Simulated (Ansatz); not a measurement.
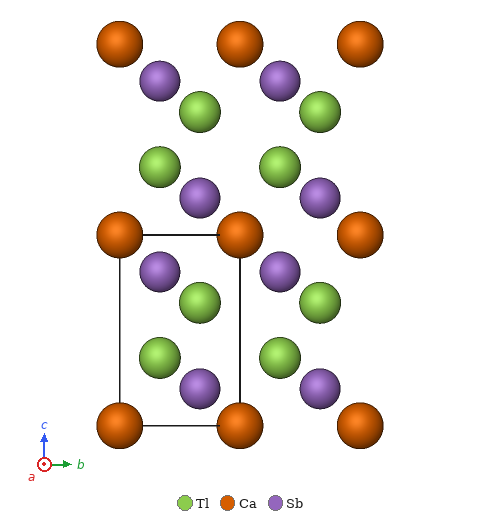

The picture looks along a close-packed row of the hexagonal mesh; c points upwards. Every atom sits on one of the three columns of the mesh; call them A, B, C in the order in which they first turn up. The sequence starts with the first layer at or above the cell's origin.

System CaTl₂Sb₂ (space group P-3m1, No. 164); source of the atomic positions: the end point of a relaxation with DFT, PAW plane waves, pbe in Ansatz; the starting structure was generated, so it need not be a known form of this composition.

Give the sequence of layers in one repeat, with element and column.

Ca(A) – Sb(B) – Tl(C) – Tl(B) – Sb(C) (five layers in 7.15 Å).

How are the Sb layers alone stacked?

Sb layers alone: BC, the hexagonal type.

Which positions between or in the Sb layers do the other atoms fill?

Tl: two tetrahedral sites; Ca: one octahedral site in each hexagonal cell.
